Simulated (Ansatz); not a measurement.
```
atom    x (Å)    y (Å)    z (Å)
   O  -0.4437   0.2921   2.0632
   B  -0.2107   0.7751   0.8242
  Si  -0.1157  -0.5446  -0.7088
   O   1.3529  -0.3388  -1.4099
   F  -1.2765  -0.1956  -1.7645
   H  -0.4741   0.9696   2.7453
   H  -0.0669   1.9598   0.6633
   H  -0.3249  -1.9805  -0.3755
   H   1.6480  -0.9835  -2.0545
```

Geometry: PBE0-D4/def2-TZVP.

Level of theory: RKS PBE0-D4/def2-TZVPP (Ansatz 0.2.0).

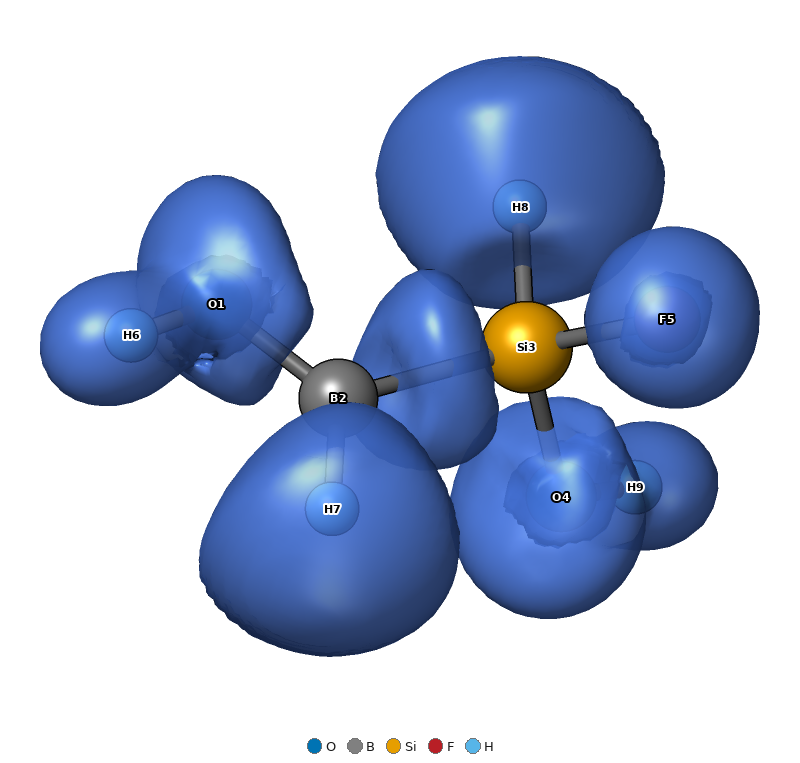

BFH₄O₂Si (SMILES OB[SiH](O)F). Isosurface of the ELF at 0.75 (blue), seen at an oblique angle. Only the valence region is drawn (cores and ρ < 0.01 e/Å³ removed).

Question: Describe the localisation domains.

Answer: The ELF exceeds this value in one region between bonded B–Si atoms (shared pairs), two regions around hydrogen nuclei, one region wrapped around F (its lone pairs, merged into a ring or cap) and two joined regions spread over several atoms (H, O), in which their bonds and any lone pairs are merged. Profiles from the grid: B–O (1.35 Å): the ELF peaks at about 0.90 between the atoms (a polar covalent bond). Si–F (1.61 Å): the ELF peaks at about 0.85 in the valence shell of F, 0.6 Å from its nucleus, and is about 0.50 at the midpoint.
